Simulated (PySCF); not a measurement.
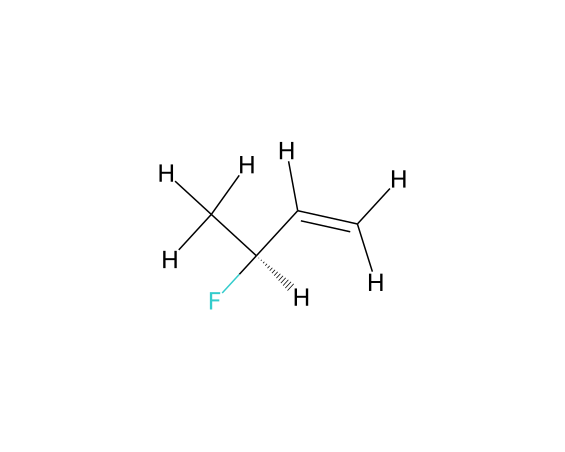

The computed structure is the end point of a GFN2-xTB optimisation. No frequency run is at hand to confirm it as a minimum. Level of theory: CAM-B3LYP/def2-SVPD, gas phase (PySCF 2.14.0). Excitations: vertical, linear response.

Predict the main results.

The species is C4H7F (`C=C[C@H](C)F`).
- dipole moment: 1.89 D
- HOMO energy (Kohn–Sham orbital): −9.10 eV
- LUMO energy (Kohn–Sham orbital): 1.16 eV
- HOMO–LUMO gap: 10.26 eV
- mean static polarisability: 50.9 bohr³
- lowest vertical singlet excitation: 7.43 eV
- its oscillator strength: 0.089
- brightest of the 8 lowest singlets: 7.62 eV
- its oscillator strength: 0.40
